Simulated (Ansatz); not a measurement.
# InH3+ (doublet): correlated methods under varied settings

Aim: run InH3+ (doublet) at one geometry under a spread of methods and options, and see what each costs and gives.

Program: Ansatz 0.2.0, Gaussian basis. Level of theory: the settings change from run to run. These are calculated values, not measurements.

21 further runs of the same task are left out: 7 for a known fault of the program, 6 that didn't finish, 8 set aside as unsound or not needed.

## 1. What is computed

The geometry is a PBE0/def2-TZVP stationary point (not a proven minimum) of the parent state, kept for this charge and spin. No spin-orbit coupling is included. Elements past krypton take def2 core potentials.

4 atoms, charge 1, spin multiplicity 2.

Atoms are counted from 1 here; the program's logs count them from 0.

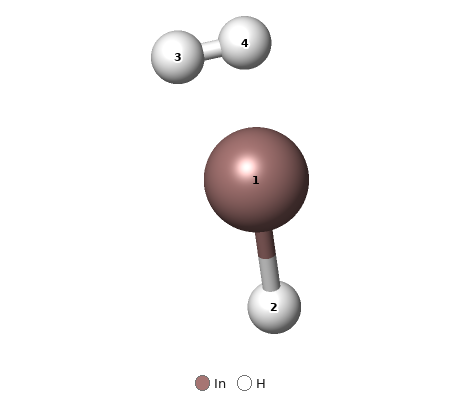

The structure; indium brown, hydrogen white; atoms are numbered from 1 in the order of the file.

## 2. CCSD on UHF/def2-SVP

Contents of in.yaml:

```yaml
crystal:
  periodic: [false, false, false]
  atoms:
    - {symbol: In, position_ang: [0.000000, 0.017034, -0.038458]}
    - {symbol: H, position_ang: [0.000000, -1.726316, -0.276632]}
    - {symbol: H, position_ang: [0.384545, -0.107040, 2.328746]}
    - {symbol: H, position_ang: [-0.384545, -0.107040, 2.328746]}
basis:
  gaussian: {orbitals: def2-SVP}
total_charge: 1
magnetization: {spin_polarized: true, initial_magnetization: 1}
correlation: {method: ccsd, electrons: outside_noble_gas, diis_vectors: 4}
output: {forces: true}
```

Launch:

```bash
ansatz run in.yaml --threads 1 --pin off --events-out ev --progress --plain --max-ram 2393MiB
```

Standard output, cut to the lines that bear on the results:

```text
Functional definition: HF
  name "HF"
  cite "Fock, Z. Phys. 61, 126 (1930) doi:10.1007/BF01340294"
  parent pbe
[...]
494 factors; integrals over basis functions are off by at most 5.5e-4 eV
[...]
mean field -5187.57856789 eV, -190.6399961029 hartree, gradient 3.1e-6 eV, S^2 0.787635; 0 other end points of the search recorded, 0 dependent functions left out
9 core orbitals not correlated: weight in the atoms' cores, before any rotation towards them, 0.996 or more for the frozen orbitals, at most 0.004 for the correlated occupied ones
reference -5187.57856789 eV, -190.6399961029 hartree; 3, 2 occupied and 29, 30 virtual orbitals, 494 factors
second order -1.44988046 eV of doubles, -0.00000000 eV of singles
cycle   1  -1.79941995 eV  change   -3.5e-1 eV  update   5.3e-2
[...]
cycle  12  -1.99792113 eV  change    1.6e-6 eV  update   1.2e-6
[...]
Total energy: -5189.57648902 eV, -190.7134183501 hartree
Atom 0 at     0.000000     0.017034    -0.038458 Å, force    -0.000000     0.409307    -0.524675 eV/Å
Atom 1 at     0.000000    -1.726316    -0.276632 Å, force     0.000000    -0.370077    -0.037285 eV/Å
Atom 2 at     0.384545    -0.107040     2.328746 Å, force    -0.199643    -0.019615     0.280980 eV/Å
Atom 3 at    -0.384545    -0.107040     2.328746 Å, force     0.199643    -0.019615     0.280980 eV/Å
Dipole moment:    -0.000000     0.039446     0.224318 e Å
```

Run time: 1 s. Hardware: 1 thread of Arm Neoverse V2, shared host.

From the report: ⟨S²⟩ of the determinant 0.788 (pure doublet: 0.75); correlation -1.9979 eV; T1 0.017; largest double amplitude 0.07.

## 3. NEVPT2(5,4)/def2-SVP

Changes to in.yaml since step 2:

```diff
@@ -10,4 +10,5 @@
 total_charge: 1
-magnetization: {spin_polarized: true, initial_magnetization: 1}
-correlation: {method: ccsd, electrons: outside_noble_gas, diis_vectors: 4}
+magnetization: {spin_polarized: false, initial_magnetization: 1}
+correlation: {method: sc_nevpt2, electrons: all, active_space: {window: {electrons: 5, orbitals: 4}}}
+accuracy: high
 output: {forces: true}
```

Launched as before.

Standard output, cut to the lines that bear on the results:

```text
Functional definition: HF
  name "HF"
  cite "Fock, Z. Phys. 61, 126 (1930) doi:10.1007/BF01340294"
  parent pbe
[...]
965 factors; integrals over basis functions are off by at most 2.1e-9 eV
[...]
mean field -5187.41593971 eV, -190.6340196276 hartree, gradient 7.6e-9 eV, S^2 0.750000; 0 other end points of the search recorded, 0 dependent functions left out
reference -5187.41593971 eV, -190.6340196276 hartree; 12, 11 occupied and 29, 30 virtual orbitals, 965 factors
state -5187.99353626 eV, -190.6552459093 hartree
state -5187.99353626 eV, -190.6552459093 hartree; corrected -5190.06559249 eV, -190.7313925712 hartree
[...]
Total energy: -5190.06559249 eV, -190.7313925712 hartree
Atom 0 at     0.000000     0.017034    -0.038458 Å, force    -0.000000     0.257589    -0.465362 eV/Å
Atom 1 at     0.000000    -1.726316    -0.276632 Å, force     0.000000    -0.225180    -0.021401 eV/Å
Atom 2 at     0.384545    -0.107040     2.328746 Å, force    -0.468902    -0.016204     0.243382 eV/Å
Atom 3 at    -0.384545    -0.107040     2.328746 Å, force     0.468902    -0.016204     0.243382 eV/Å
Dipole moment:    -0.000000     0.029801     0.227318 e Å
```

Wall time 2.3 s (1 thread of Arm Neoverse V2, shared host).

From the report: 24 determinants; active occupations 2.00, 1.96, 1.00, 0.04.

## 4. CISD/def2-SVP

Changes to in.yaml since step 3:

```diff
@@ -11,4 +11,2 @@
 magnetization: {spin_polarized: false, initial_magnetization: 1}
-correlation: {method: sc_nevpt2, electrons: all, active_space: {window: {electrons: 5, orbitals: 4}}}
-accuracy: high
-output: {forces: true}
+correlation: {active_space: {ras: {orbitals: [11, 1, 29], electrons: 23, max_holes: 2, max_particles: 2}, fixed_orbitals: true}}
```

The command is unchanged.

Standard output:

```text
Functional definition: HF
  name "HF"
  cite "Fock, Z. Phys. 61, 126 (1930) doi:10.1007/BF01340294"
  parent pbe
  exchange = exact_x
  correlation = 0
494 factors; integrals over basis functions are off by at most 5.5e-4 eV
mean field evaluation 1: about -5186.9897 eV, gradient 6.0e0 eV
mean field evaluation 2: about -5186.9934 eV, gradient 6.0e0 eV
mean field evaluation 4: about -5187.3769 eV, gradient 9.9e-1 eV
mean field evaluation 8: about -5187.4159 eV, gradient 1.3e-2 eV
mean field -5187.41588739 eV, -190.6340177049 hartree, gradient 1.7e-6 eV, S^2 0.750000; 0 other end points of the search recorded, 0 dependent functions left out
reference -5187.41588739 eV, -190.6340177049 hartree; 12, 11 occupied and 29, 30 virtual orbitals, 494 factors
state -5190.55147540 eV, -190.7492484389 hartree
Total energy: -5190.55147540 eV, -190.7492484389 hartree
```

Run time: 11 s. Hardware: 1 thread of Arm Neoverse V2, shared host.

From the report: 132,108 determinants.

## 5. CCSD(T) on ROHF/def2-SVP

Changes to in.yaml since step 4:

```diff
@@ -11,2 +11,4 @@
 magnetization: {spin_polarized: false, initial_magnetization: 1}
-correlation: {active_space: {ras: {orbitals: [11, 1, 29], electrons: 23, max_holes: 2, max_particles: 2}, fixed_orbitals: true}}
+correlation: {method: ccsd_t, electrons: valence}
+accuracy: high
+output: {forces: true}
```

Same command.

Standard output, cut to the lines that bear on the results:

```text
Functional definition: HF
  name "HF"
  cite "Fock, Z. Phys. 61, 126 (1930) doi:10.1007/BF01340294"
  parent pbe
[...]
965 factors; integrals over basis functions are off by at most 2.1e-9 eV
[...]
mean field -5187.41593971 eV, -190.6340196276 hartree, gradient 7.6e-9 eV, S^2 0.750000; 0 other end points of the search recorded, 0 dependent functions left out
4 core orbitals not correlated: weight in the atoms' cores, before any rotation towards them, 1.000 or more for the frozen orbitals, at most 0.000 for the correlated occupied ones
reference -5187.41593971 eV, -190.6340196276 hartree; 8, 7 occupied and 29, 30 virtual orbitals, 965 factors
second order -2.17971524 eV of doubles, -0.05789037 eV of singles
cycle   1  -2.63203492 eV  change   -3.9e-1 eV  update   6.1e-2
[...]
cycle  20  -2.88009161 eV  change   6.2e-10 eV  update  7.9e-10
perturbative correction -0.05904222 eV, -0.0021697614 hartree
[...]
Total energy: -5190.35507353 eV, -190.7420308033 hartree
Atom 0 at     0.000000     0.017034    -0.038458 Å, force     0.000000     0.267647    -0.478800 eV/Å
Atom 1 at     0.000000    -1.726316    -0.276632 Å, force    -0.000000    -0.232876    -0.020109 eV/Å
Atom 2 at     0.384545    -0.107040     2.328746 Å, force    -0.179168    -0.017385     0.249455 eV/Å
Atom 3 at    -0.384545    -0.107040     2.328746 Å, force     0.179168    -0.017385     0.249455 eV/Å
Dipole moment:     0.000000     0.023810     0.222261 e Å
```

Run time: 7.5 s. Hardware: 1 thread of Arm Neoverse V2, shared host.

From the report: correlation -2.9391 eV; T1 0.025; largest double amplitude 0.08.

## 6. BCCD(T)/def2-SVP

Changes to in.yaml since step 5:

```diff
@@ -11,4 +11,4 @@
 magnetization: {spin_polarized: false, initial_magnetization: 1}
-correlation: {method: ccsd_t, electrons: valence}
+hamiltonian: {xc: {name: r2SCAN}}
+correlation: {method: bccd_t, electrons: outside_noble_gas}
 accuracy: high
-output: {forces: true}
```

The command is unchanged.

Standard output, cut to the lines that bear on the results:

```text
Functional definition: r2SCAN
  name "r2SCAN"
  cite "Furness, Kaplan, Ning, Perdew & Sun, J. Phys. Chem. Lett. 11, 8208 (2020) doi:10.1021/acs.jpclett.0c02405"
  cite "Furness, Kaplan, Ning, Perdew & Sun, J. Phys. Chem. Lett. 11, 9248 (2020) doi:10.1021/acs.jpclett.0c03077"
  parent r2scan
[...]
965 factors; integrals over basis functions are off by at most 2.1e-9 eV
[...]
mean field -5215.04428492 eV, -191.6493425869 hartree, gradient 2.6e-8 eV, S^2 0.750000; 0 other end points of the search recorded, 0 dependent functions left out
[...]
9 core orbitals not correlated: weight in the atoms' cores, before any rotation towards them, 0.995 or more for the frozen orbitals, at most 0.004 for the correlated occupied ones
reference -5187.02379202 eV, -190.6196084656 hartree; 3, 2 occupied and 29, 30 virtual orbitals, 965 factors
second order -1.60382046 eV of doubles, -0.24501958 eV of singles
cycle   1  -2.24376358 eV  change   -4.0e-1 eV  update   5.2e-2
[...]
cycle  23  -2.39043222 eV  change   2.6e-10 eV  update  3.0e-10
perturbative correction -0.01727529 eV, -0.0006348552 hartree
Total energy: -5189.43149952 eV, -190.7080900845 hartree
```

It took 6.5 s on 1 thread of Arm Neoverse V2, shared host; peak memory 0.25 GiB.

From the report: correlation -2.4077 eV; largest double amplitude 0.07.

## 7. All runs side by side

Where basis and cores are those of an earlier FCI/def2-SVP run (-5189.5791 eV), and the state is the same kind, the miss against it is given.

```csv
level,correlated,functions,energy (eV),from FCI (meV),time
CCSD on UHF/def2-SVP,outside noble gas,41,-5189.5765,2.6,1 s
"NEVPT2(5,4)/def2-SVP",all,41,-5190.0656,,2.3 s
CISD/def2-SVP,all,41,-5190.5515,,11 s
CCSD(T) on ROHF/def2-SVP,valence,41,-5190.3551,,7.5 s
BCCD(T)/def2-SVP (on r2SCAN orbitals),outside noble gas,41,-5189.4315,147.6,6.5 s
```

## 8. Outcome

```
quantity                      value
    runs                          5
quickest  CCSD on UHF/def2-SVP, 1 s
 slowest        CISD/def2-SVP, 11 s
```

Total energies in different bases, with other cores or another treatment of relativity can't be set against each other. CISD/def2-SVP took 11 times as long as CCSD on UHF/def2-SVP; the jobs differ in more than the method. Among the correlated runs with a miss given, it spans +3 to +148 meV. Cores frozen from Kohn-Sham orbitals shift the total energy.
